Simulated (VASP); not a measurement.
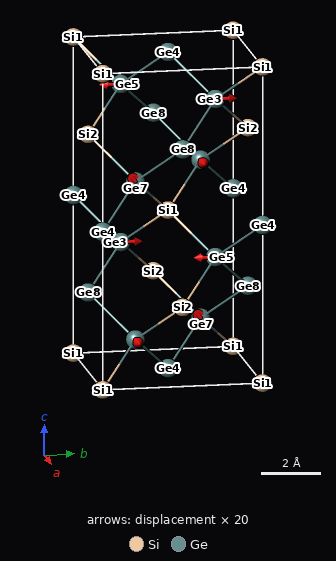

A relaxation of crystalline SiGe₃ (a generated structure, set up in I-42d). The starting structure is drawn; red arrows show the displacements (the part carried along by the change of the cell is left out), 20 times their true length.

A ball-and-stick model of the conventional cell (2 times the calculation's cell), seen slightly off an axis. Lengths and directions refer to the drawn axes.

The run lets cell and atoms move.

All numbers below come from Kohn-Sham DFT of a periodic cell, PBE, VASP PAW PBE potentials, recommended (VASP).

Input
```
PREC = Normal
ENCUT = 520
EDIFF = 1E-4
ISMEAR = 0
SIGMA = 0.15
LREAL = F
LASPH = T
NELM = 60
ALGO = Fast
ISIF = 3
LWAVE = F
LCHARG = F
GGA = PE
IBRION = 2
NSW = 24
EDIFFG = -0.08
```

Command:
```bash
cat potpaw_PBE.64/Si/POTCAR potpaw_PBE.64/Ge_d/POTCAR > POTCAR
mpirun -np 1 vasp_std > vasp.out
```

### Atoms of which element are displaced furthest, and by how much?

Germanium: up to 0.041 Å, against 0.000 Å for silicon.

### What happened in the run?

The largest moves relative to the cell, 0.041 Å, are those of Ge atoms. Si stays in place. The drawn cell changes as follows: a = b 5.600 → 5.669 Å (+1.2 %), c 11.200 → 11.333 Å (+1.2 %); the volume changes by +3.7 %. Near-neighbour distances that change, for instance: Ge–Ge 2.425 → 2.479 Å, Ge–Si 2.425 → 2.431 Å. The space group stays I-42d (No. 122). Over 8 geometry steps the energy falls by 14.2 meV per atom. Largest force component: 0.57 eV/Å at the start, 0.069 eV/Å at the end. The pressure goes from 2.86 to 0.49 GPa.
